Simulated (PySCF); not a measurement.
## Run report: C$_{4}$H$_{11}$GeNO, excited-state calculation

The run: excited-state calculation of C$_{4}$H$_{11}$GeNO, SMILES CCC(=O)[N](C)[GeH3]. Method and program: TDDFT wB97X-D/def2-SVPD, vertical, gas phase, core orbitals frozen in the response (PySCF 2.14.0).

The geometry comes from this level: GFN2-xTB. It belongs to a series of runs on one base structure; here: constitutional isomer.

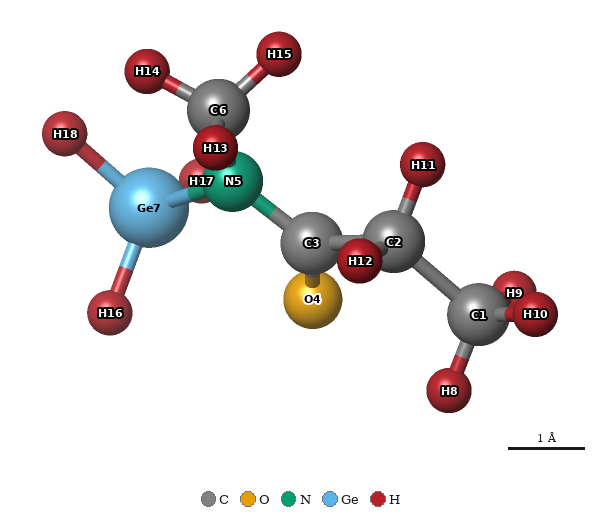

*The structure (ball-and-stick view, seen at a tilt; atoms are numbered from 1 in the order of the input). Sticks mark near contacts.*

Bond lengths as drawn: C–C 1.51 to 1.52 Å, C–H 1.09 Å, C–N 1.34 to 1.44 Å, C–O 1.23 Å, Ge–H 1.49 to 1.51 Å and Ge–N 1.88 Å.

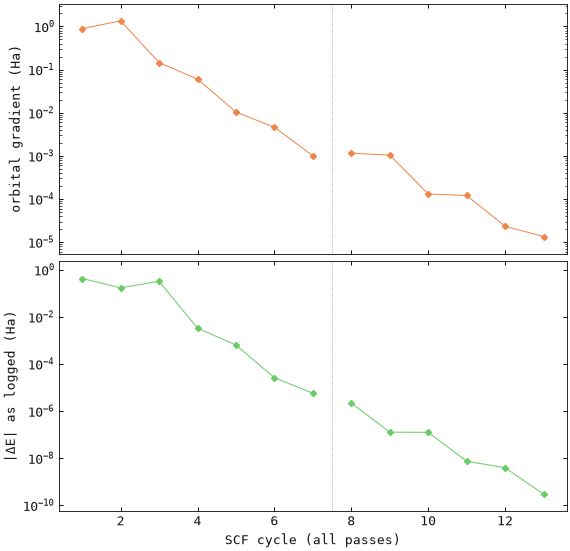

*Convergence of the self-consistent field: orbital gradient and size of the energy change against the SCF cycle. The dotted line marks the change from a coarse to the final integration grid.*

The first 7 cycles use a coarse grid, the final grid takes over at cycle 8, and the field converges after 13 cycles in all.

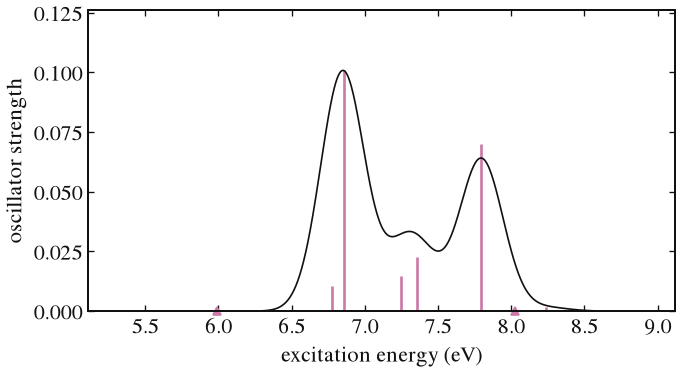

*Computed excitations as sticks (degenerate states added up, dark ones marked on the axis), with a Gaussian envelope of 0.35 eV full width at half maximum, scaled to the tallest.*

Of the 8 states the lowest lies at 5.99 eV (f = 0.000); the strongest line is at 6.86 eV, or 181 nm (f = 0.101).

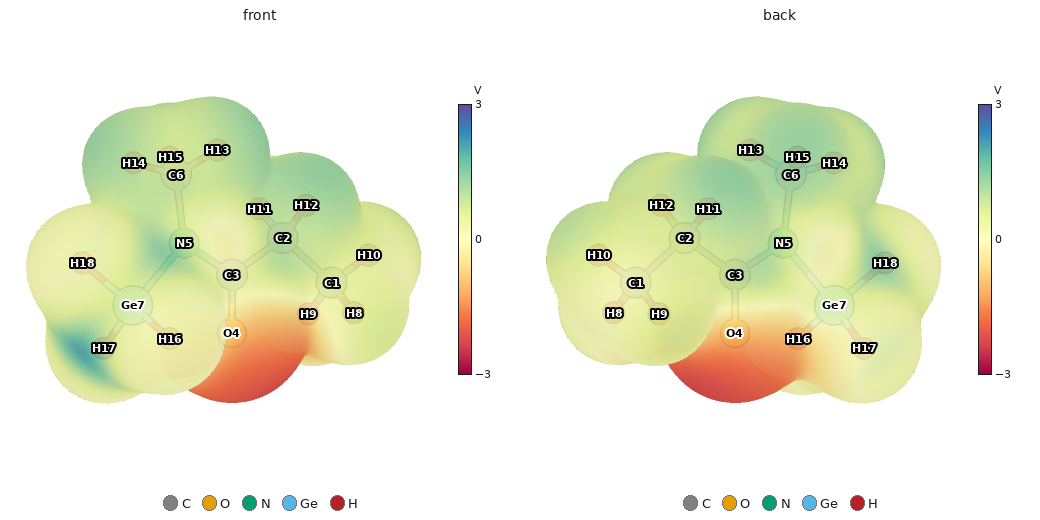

*The electrostatic potential painted on the density surface at 0.004 e/bohr³, seen at a tilt and from behind; the colour scale runs from red (negative) to blue (positive).*

A positive charge is drawn to the negative regions and a negative charge to the positive ones. Its dipole moment is 3.20 D.

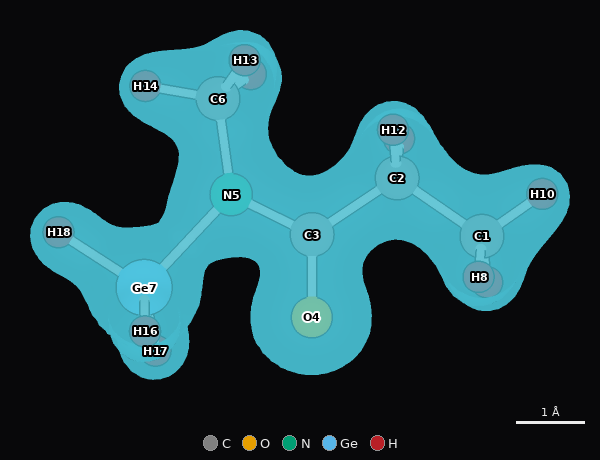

*Isosurface of the total electron density at 0.5 e/Å³ (cyan), seen face on.*

At this value the surface is in one piece. On the grid the lowest density along these lines, outside the cores, is 2.7 e/Å³ (C–O, 1.23 Å), 2.3 e/Å³ (C–N, 1.34 Å), 1.7 e/Å³ (C–C, 1.51 Å) and 0.85 e/Å³ (Ge–N, 1.88 Å).

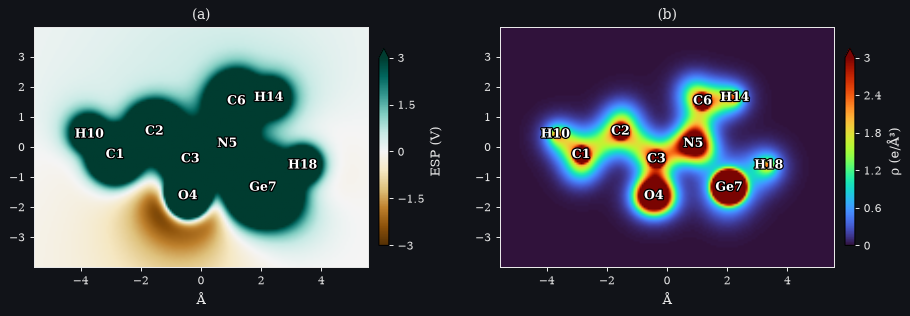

*(a) electrostatic potential; (b) electron density on the plane of atoms C3, N5 and Ge7.*

The section cuts through C, O, N, Ge and H sites. C–O (1.23 Å): ρ at the midpoint is about 3.2 e/Å³. C–N (1.34 Å): ρ is about 2.5 e/Å³ halfway. C–H (1.09 Å): ρ at the midpoint is about 1.9 e/Å³.

The input that produced these results follows, with the program's output.

Input file
```
{"job": {"kind": "uv", "xc": "wB97X-D", "basis": "def2-SVPD", "nstates": 8, "ntriplets": 3}, "charge": 0, "multiplicity": 1}
C      2.672081    -0.533043    -0.202167
C      1.451745     0.334875    -0.477430
C      0.168158    -0.404241    -0.202310
O      0.123944    -1.552654     0.234004
N     -1.007652     0.194237    -0.428824
C     -1.156647     1.532283    -0.940262
Ge    -2.337846    -1.044479     0.050164
H      2.655307    -0.886570     0.825272
H      2.669450    -1.402231    -0.854698
H      3.586251     0.031831    -0.368925
H      1.444993     0.666889    -1.519295
H      1.469813     1.230718     0.150429
H     -0.689642     2.267767    -0.279506
H     -2.221701     1.750165    -1.007197
H     -0.716129     1.630055    -1.936411
H     -2.267156    -1.341944     1.506853
H     -2.278560    -2.237376    -0.837592
H     -3.575168    -0.229965    -0.253282
```

The first line tells a small driver script what to run in PySCF; the rest is the geometry in Å.

Run as:
```bash
OMP_NUM_THREADS=1 python <driver script> task.json out
```

What the program printed
```
coarse grid: 65632 points
cycle   1  E = -2365.4025367005  dE =  4.228e-01  |g| = 8.895e-01  |ddm| = 6.028e+00
cycle   2  E = -2365.2321950053  dE =  1.703e-01  |g| = 1.343e+00  |ddm| = 2.867e+00
cycle   3  E = -2365.5539299812  dE = -3.217e-01  |g| = 1.451e-01  |ddm| = 1.842e+00
cycle   4  E = -2365.5572162856  dE = -3.286e-03  |g| = 6.003e-02  |ddm| = 2.930e-01
cycle   5  E = -2365.5578464894  dE = -6.302e-04  |g| = 1.035e-02  |ddm| = 1.005e-01
cycle   6  E = -2365.5578724551  dE = -2.597e-05  |g| = 4.582e-03  |ddm| = 3.147e-02
cycle   7  E = -2365.5578781483  dE = -5.693e-06  |g| = 1.003e-03  |ddm| = 1.319e-02
final grid: 139168 points
cycle   8  E = -2365.5571466848  dE = -2.208e-06  |g| = 1.150e-03  |ddm| = 1.928e-02
cycle   9  E = -2365.5571468114  dE = -1.266e-07  |g| = 1.041e-03  |ddm| = 3.503e-03
cycle  10  E = -2365.5571469360  dE = -1.247e-07  |g| = 1.305e-04  |ddm| = 1.243e-03
cycle  11  E = -2365.5571469434  dE = -7.386e-09  |g| = 1.203e-04  |ddm| = 4.221e-04
cycle  12  E = -2365.5571469473  dE = -3.919e-09  |g| = 2.332e-05  |ddm| = 2.920e-04
cycle  13  E = -2365.5571469476  dE = -2.965e-10  |g| = 1.347e-05  |ddm| = 7.438e-05
converged SCF energy = -2365.5571469476

Static polarisability (au): isotropic 87.940, principal 70.701 90.640 102.478

Singlet excitations
state   eV       nm        f      main configurations
  1   5.9909    207.0   0.00008   H-1->L+2 0.91
  2   6.7780    182.9   0.01037   H->L 0.61, H->L+1 0.30
  3   6.8555    180.9   0.10086   H->L+2 0.87
  4   7.2477    171.1   0.01494   H->L+1 0.47, H->L 0.29, H->L+3 0.09
  5   7.3569    168.5   0.02269   H-1->L 0.69, H-1->L+1 0.18
  6   7.7949    159.1   0.06984   H-1->L+1 0.59, H-1->L 0.18
  7   8.0231    154.5   0.00035   H->L+3 0.61, H->L+4 0.18, H->L+1 0.12
  8   8.2396    150.5   0.00168   H->L+4 0.66, H->L+3 0.13, H->L+6 0.11

Triplet excitations (Tamm-Dancoff, eV): 5.3005 5.5901 6.7364
```

Summary

```tsv
quantity	value
outcome	converged
total energy	−2365.557147 hartree
HOMO	−9.11 eV
LUMO	1.81 eV
dipole moment	3.20 D
mean polarisability	87.94 a.u.
lowest singlet excitation	5.99 eV
hardware	1 CPU thread, shared host
wall time	2.2 min
peak memory	1.1 GiB
```

Notes

Spin–orbit coupling is left out, which matters for the heavy atoms.
